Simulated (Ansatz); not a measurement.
## WH$_{7}$F: geometry relaxation (part 1 of 2)

- system: WH$_{7}$F
- method: RKS PBE-D4/def2-SVP (Ansatz 0.2.0)

It belongs to a series of runs on one base structure; here: end point A relaxed. Figures and captions count atoms from 1; the log counts them from 0 in places.

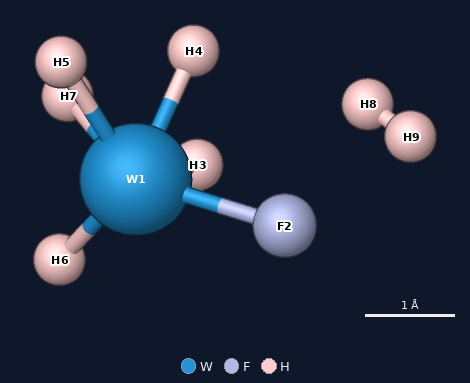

**Figure 1.** The structure as given in the input (ball-and-stick view, seen at a tilt; atoms are numbered from 1 in the order of the input). Sticks mark near contacts. Bond lengths as drawn: F–W 1.87 Å, H–H 0.72 Å and H–W 1.66 to 1.71 Å.

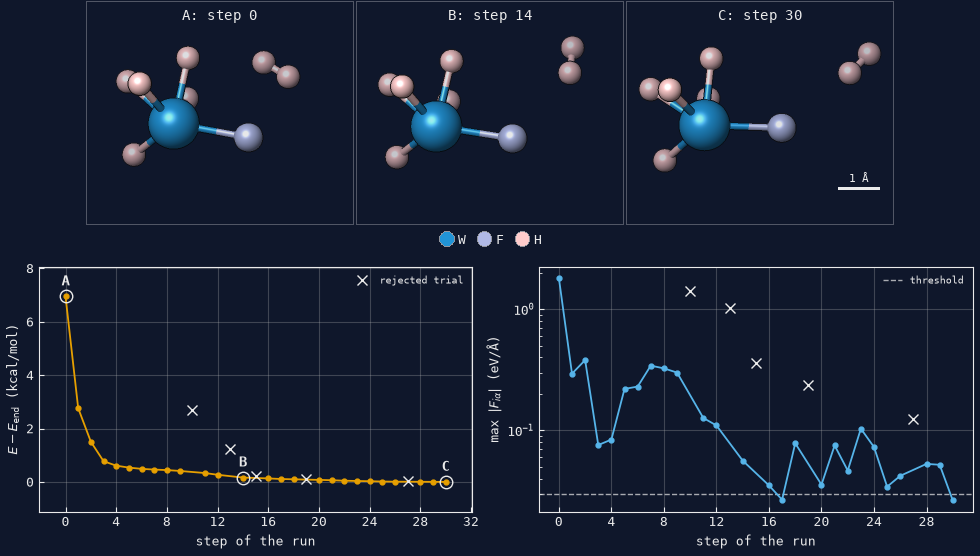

**Figure 2.** Frames of the relaxation (ball-and-stick view, seen at a tilt) above the curves, on which the letters mark them (the first geometry is step 0 here and step 1 in the log).

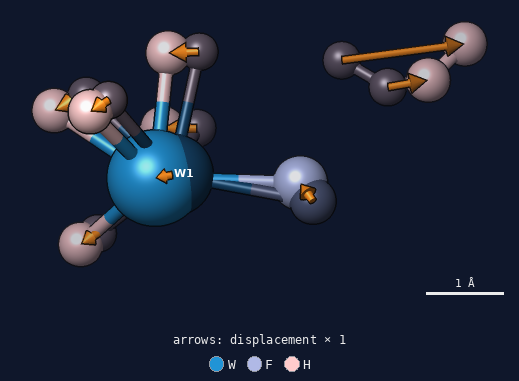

**Figure 3.** Start (faint) and end (solid) with the displacements as orange arrows, at true length (ball-and-stick view, seen at a tilt). The two geometries are laid on each other by the best rigid fit. Over 30 geometry steps the energy falls by 6.95 kcal/mol. Largest force component: 1.8 eV/Å at the start, 0.026 eV/Å at the end. The line search rejected the trial steps at points 10, 13, 15, 19, 27 (counted from 0) and went back. The atom that moves furthest after the best rigid fit is H8 (1.64 Å). By element the largest moves are H 1.64 Å, F 0.33 Å, W 0.23 Å. Among the contacts that change: H8–H9 0.720 → 0.770 Å, W1–F2 1.872 → 1.900 Å, W1–H7 1.699 → 1.695 Å. Among the angles that change: F2–W1–H4 88.8° → 86.0°. (Atoms are counted from 1 in the order of the input.)

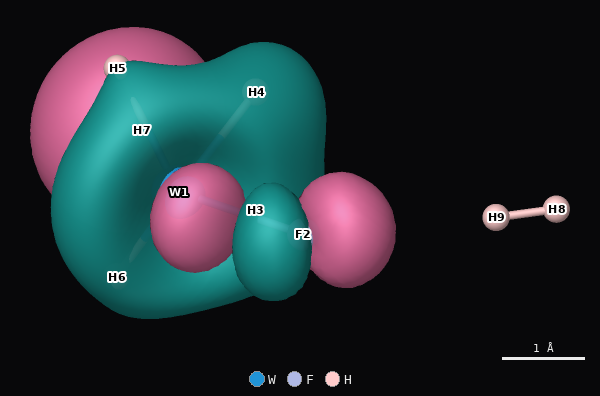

**Figure 4.** One frontier orbital at ±0.08 Å⁻³ᐟ² (teal and pink are the two phases), seen at a tilt. The HOMO, at −6.93 eV. It lies mainly on W1 (45 %), H7 (30 %) and F2 (10 %).

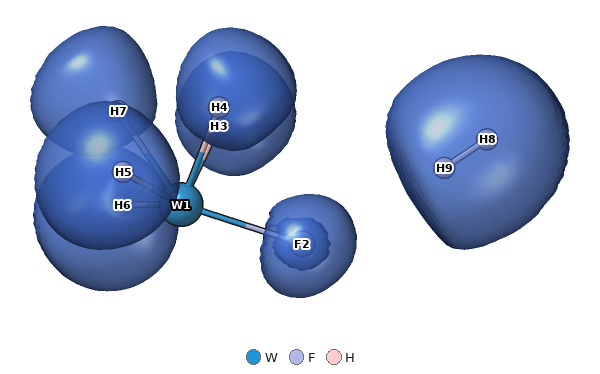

**Figure 5.** Isosurface of the electron localisation function at 0.75 (blue), seen from the side. Only the valence region is drawn (cores and ρ < 0.01 e/Å³ removed). Along the contacts the grid gives the following. F2···H9 (2.40 Å): the ELF is only about 0 between them; a non-bonded, intermolecular contact. W–F (1.90 Å): the ELF peaks at about 0.85 in the valence shell of F, 0.5 Å from its nucleus, and drops to about 0.20 between the two atoms.

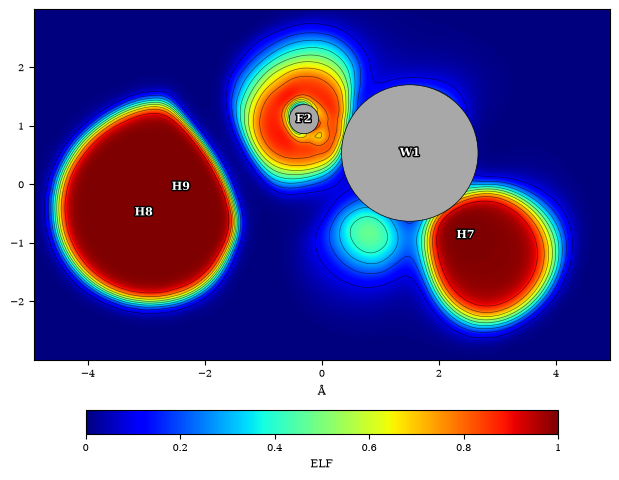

**Figure 6.** Electron localisation function on the plane of atoms F2, W1 and H7. Grey discs, where drawn, cover atomic cores. Atoms in the plane: W, F and H. F2···H9 (2.40 Å): the ELF is only about 0 between them (a non-bonded, intermolecular contact). W–F (1.90 Å): the ELF peaks at about 0.85 in the valence shell of F, 0.5 Å from its nucleus, and drops to about 0.20 between the two atoms.

These pictures come from the run below.

## Input
```yaml
crystal:
  periodic: [false, false, false]
  atoms:
    - { symbol: W, position_ang: [-0.419712, -0.420083, 0.340687] }
    - { symbol: F, position_ang: [0.100718, 0.094681, 2.063987] }
    - { symbol: H, position_ang: [1.115842, -0.03316, -0.141926] }
    - { symbol: H, position_ang: [-0.083428, 1.116309, -0.180973] }
    - { symbol: H, position_ang: [-1.74284, 0.301715, -0.464897] }
    - { symbol: H, position_ang: [0.300423, -1.741164, -0.469833] }
    - { symbol: H, position_ang: [-0.107676, -0.135565, -1.304652] }
    - { symbol: H, position_ang: [1.553875, 1.616653, 1.092634] }
    - { symbol: H, position_ang: [1.587198, 1.601214, 1.812173] }
basis:
  gaussian: { orbitals: def2-SVP }
hamiltonian:
  xc: pbe
  dispersion: d4
relax:
  f_tol: 0.03
  max_steps: 50
output:
  orbitals: {}
```

Run as:
```bash
ansatz run input.yaml --threads 1 --pin off --max-ram 2048MiB --backend cpu --events-out ev --progress --plain --runs-dir out
```

## Log
```
The last accepted step is kept in [file] (removed where the run ends without a failure and the disk answers)
Engine: ansatz 0.2.0, aarch64-unknown-linux-gnu
Functional definition: PBE
  parameter kappa = 0.804
  parameter beta = 0.06672455060314922
  exchange = pbe_x(kappa = kappa, mu = beta*pi^2/3)
  correlation = pbe_c(beta = beta)
861 factors; their error is unknown
mean field evaluation 1: about -4646.4121 eV, gradient 3.8e1 eV
mean field evaluation 2: about -4628.6132 eV, gradient 1.1e2 eV
mean field evaluation 4: about -4649.6584 eV, gradient 7.8e0 eV
mean field evaluation 8: about -4649.8077 eV, gradient 6.7e-2 eV
mean field evaluation 16: about -4649.7585 eV, gradient 4.0e-5 eV
mean field -4649.75847603 eV, -170.8754722746 hartree, gradient 4.0e-5 eV, S^2 0.000000; 0 other end points of the search recorded, 0 dependent functions left out
the calculation of the forces begins
reference -4649.75853007 eV, -170.8754742605 hartree; 15, 15 occupied and 66, 66 virtual orbitals, 861 factors
relax step   1: F+E_penalty+E_count = -4649.90619570 eV  Δ(F+E_penalty+E_count) = +0.000e0 eV  max|allowed force component| = 1.810e0 eV/Å  Δτ_max = 0.0000 Å  (28 SCF iters, accepted)
these checks for a lower state are left out or cut short: starts, cluster_reference, orbital_swaps, neighbouring_geometries, increment
861 factors; their error is unknown
mean field -4649.94301000 eV, -170.8822537728 hartree, gradient 1.6e-5 eV, S^2 0.000000; 0 other end points of the search recorded, 0 dependent functions left out
[... from here on the field's lines of each further geometry are left out, up to the last ...]
relax step   2: F+E_penalty+E_count = -4650.08778853 eV  Δ(F+E_penalty+E_count) = -1.816e-1 eV  max|allowed force component| = 2.937e-1 eV/Å  Δτ_max = 0.1949 Å  (32 SCF iters, accepted)
relax step   3: F+E_penalty+E_count = -4650.14220970 eV  Δ(F+E_penalty+E_count) = -5.442e-2 eV  max|allowed force component| = 3.801e-1 eV/Å  Δτ_max = 0.1945 Å  (32 SCF iters, accepted)
relax step   4: F+E_penalty+E_count = -4650.17377877 eV  Δ(F+E_penalty+E_count) = -3.157e-2 eV  max|allowed force component| = 7.569e-2 eV/Å  Δτ_max = 0.1907 Å  (32 SCF iters, accepted)
relax step   5: F+E_penalty+E_count = -4650.18105893 eV  Δ(F+E_penalty+E_count) = -7.280e-3 eV  max|allowed force component| = 8.402e-2 eV/Å  Δτ_max = 0.1276 Å  (31 SCF iters, accepted)
relax step   6: F+E_penalty+E_count = -4650.18419715 eV  Δ(F+E_penalty+E_count) = -3.138e-3 eV  max|allowed force component| = 2.198e-1 eV/Å  Δτ_max = 0.1231 Å  (33 SCF iters, accepted)
relax step   7: F+E_penalty+E_count = -4650.18623271 eV  Δ(F+E_penalty+E_count) = -2.036e-3 eV  max|allowed force component| = 2.298e-1 eV/Å  Δτ_max = 0.1407 Å  (32 SCF iters, accepted)
relax step   8: F+E_penalty+E_count = -4650.18741037 eV  Δ(F+E_penalty+E_count) = -1.178e-3 eV  max|allowed force component| = 3.421e-1 eV/Å  Δτ_max = 0.0645 Å  (31 SCF iters, accepted)
relax step   9: F+E_penalty+E_count = -4650.18822326 eV  Δ(F+E_penalty+E_count) = -8.129e-4 eV  max|allowed force component| = 3.247e-1 eV/Å  Δτ_max = 0.0091 Å  (34 SCF iters, accepted)
relax step  10: F+E_penalty+E_count = -4650.18959813 eV  Δ(F+E_penalty+E_count) = -1.375e-3 eV  max|allowed force component| = 2.999e-1 eV/Å  Δτ_max = 0.0147 Å  (33 SCF iters, accepted)
relax step  11: F+E_penalty+E_count = -4650.09062819 eV  Δ(F+E_penalty+E_count) = +9.897e-2 eV  max|allowed force component| = 1.399e0 eV/Å  Δτ_max = 0.1958 Å  (31 SCF iters, rejected (line search))
relax step  12: F+E_penalty+E_count = -4650.19300828 eV  Δ(F+E_penalty+E_count) = -3.410e-3 eV  max|allowed force component| = 1.266e-1 eV/Å  Δτ_max = 0.0675 Å  (32 SCF iters, accepted)
relax step  13: F+E_penalty+E_count = -4650.19584476 eV  Δ(F+E_penalty+E_count) = -2.836e-3 eV  max|allowed force component| = 1.098e-1 eV/Å  Δτ_max = 0.0430 Å  (32 SCF iters, accepted)
relax step  14: F+E_penalty+E_count = -4650.15363492 eV  Δ(F+E_penalty+E_count) = +4.221e-2 eV  max|allowed force component| = 1.029e0 eV/Å  Δτ_max = 0.1494 Å  (31 SCF iters, rejected (line search))
relax step  15: F+E_penalty+E_count = -4650.20036841 eV  Δ(F+E_penalty+E_count) = -4.524e-3 eV  max|allowed force component| = 5.632e-2 eV/Å  Δτ_max = 0.0744 Å  (32 SCF iters, accepted)
relax step  16: F+E_penalty+E_count = -4650.19818257 eV  Δ(F+E_penalty+E_count) = +2.186e-3 eV  max|allowed force component| = 3.566e-1 eV/Å  Δτ_max = 0.0738 Å  (32 SCF iters, rejected (line search))
relax step  17: F+E_penalty+E_count = -4650.20175722 eV  Δ(F+E_penalty+E_count) = -1.389e-3 eV  max|allowed force component| = 3.516e-2 eV/Å  Δτ_max = 0.0369 Å  (33 SCF iters, accepted)
relax step  18: F+E_penalty+E_count = -4650.20270019 eV  Δ(F+E_penalty+E_count) = -9.430e-4 eV  max|allowed force component| = 2.679e-2 eV/Å  Δτ_max = 0.0375 Å  (32 SCF iters, accepted)
relax step  19: F+E_penalty+E_count = -4650.20319497 eV  Δ(F+E_penalty+E_count) = -4.948e-4 eV  max|allowed force component| = 7.830e-2 eV/Å  Δτ_max = 0.0554 Å  (32 SCF iters, accepted)
relax step  20: F+E_penalty+E_count = -4650.20211143 eV  Δ(F+E_penalty+E_count) = +1.084e-3 eV  max|allowed force component| = 2.353e-1 eV/Å  Δτ_max = 0.0822 Å  (33 SCF iters, rejected (line search))
relax step  21: F+E_penalty+E_count = -4650.20416499 eV  Δ(F+E_penalty+E_count) = -9.700e-4 eV  max|allowed force component| = 3.568e-2 eV/Å  Δτ_max = 0.0411 Å  (32 SCF iters, accepted)
relax step  22: F+E_penalty+E_count = -4650.20468827 eV  Δ(F+E_penalty+E_count) = -5.233e-4 eV  max|allowed force component| = 7.509e-2 eV/Å  Δτ_max = 0.0411 Å  (33 SCF iters, accepted)
relax step  23: F+E_penalty+E_count = -4650.20548750 eV  Δ(F+E_penalty+E_count) = -7.992e-4 eV  max|allowed force component| = 4.660e-2 eV/Å  Δτ_max = 0.0610 Å  (32 SCF iters, accepted)
relax step  24: F+E_penalty+E_count = -4650.20595160 eV  Δ(F+E_penalty+E_count) = -4.641e-4 eV  max|allowed force component| = 1.032e-1 eV/Å  Δτ_max = 0.0930 Å  (32 SCF iters, accepted)
relax step  25: F+E_penalty+E_count = -4650.20626535 eV  Δ(F+E_penalty+E_count) = -3.138e-4 eV  max|allowed force component| = 7.281e-2 eV/Å  Δτ_max = 0.0184 Å  (33 SCF iters, accepted)
relax step  26: F+E_penalty+E_count = -4650.20679996 eV  Δ(F+E_penalty+E_count) = -5.346e-4 eV  max|allowed force component| = 3.432e-2 eV/Å  Δτ_max = 0.0543 Å  (32 SCF iters, accepted)
relax step  27: F+E_penalty+E_count = -4650.20704404 eV  Δ(F+E_penalty+E_count) = -2.441e-4 eV  max|allowed force component| = 4.221e-2 eV/Å  Δτ_max = 0.0598 Å  (32 SCF iters, accepted)
relax step  28: F+E_penalty+E_count = -4650.20647689 eV  Δ(F+E_penalty+E_count) = +5.672e-4 eV  max|allowed force component| = 1.244e-1 eV/Å  Δτ_max = 0.1280 Å  (31 SCF iters, rejected (line search))
relax step  29: F+E_penalty+E_count = -4650.20721842 eV  Δ(F+E_penalty+E_count) = -1.744e-4 eV  max|allowed force component| = 5.292e-2 eV/Å  Δτ_max = 0.0625 Å  (32 SCF iters, accepted)
```
